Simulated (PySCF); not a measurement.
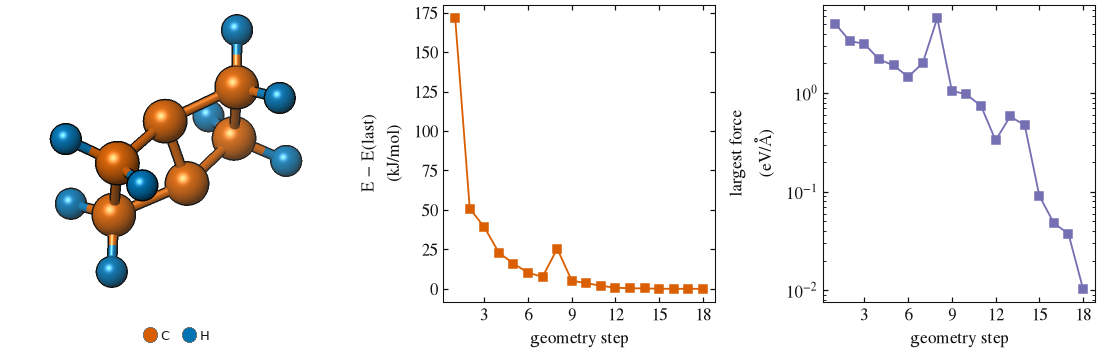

Beside the plot: the molecule at the start.

History of a geometry optimisation. The run: C₆H₈ (SMILES C1CC2=C1CC2), by PBE0-D3(BJ)/def2-SVP, geometry optimisation in PySCF.

The optimisation met its thresholds at geometry 18, counting the start as the first. The energy fell by about 170 kJ/mol from the first step to the last, with a rise at step 8. The largest force goes from about 5 eV/Å at the start to 0.01 eV/Å at the end.
